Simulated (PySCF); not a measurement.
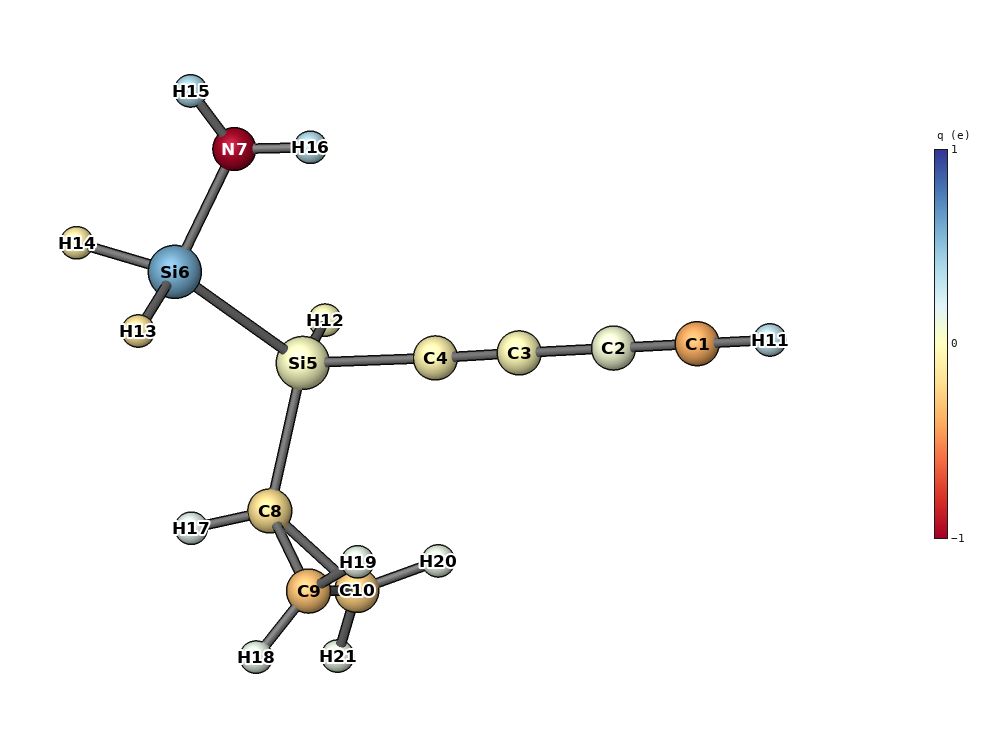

Atoms are coloured by their ESP-fitted charges. The geometry was computed by an optimisation with GFN2-xTB. No frequency run is at hand to confirm it as a minimum. Properties computed with PBE0/pcSseg-1, gas phase (PySCF 2.14.0).

List the ESP-fitted charges.

```
atom  value (e)
  C1      −0.39
  C2       0.08
  C3      −0.02
  C4      −0.07
 Si5       0.02
 Si6       0.59
  N7      −0.97
  C8      −0.18
  C9      −0.30
 C10      −0.26
 H11       0.31
 H12       0.00
 H13      −0.15
 H14      −0.11
 H15       0.39
 H16       0.35
 H17       0.16
 H18       0.15
 H19       0.15
 H20       0.14
 H21       0.14
```

The geometry is semi-empirical. Around Si such bond lengths and angles can be off by a tenth of an ångström or more and by several degrees, and values that hang on the shape move with them.
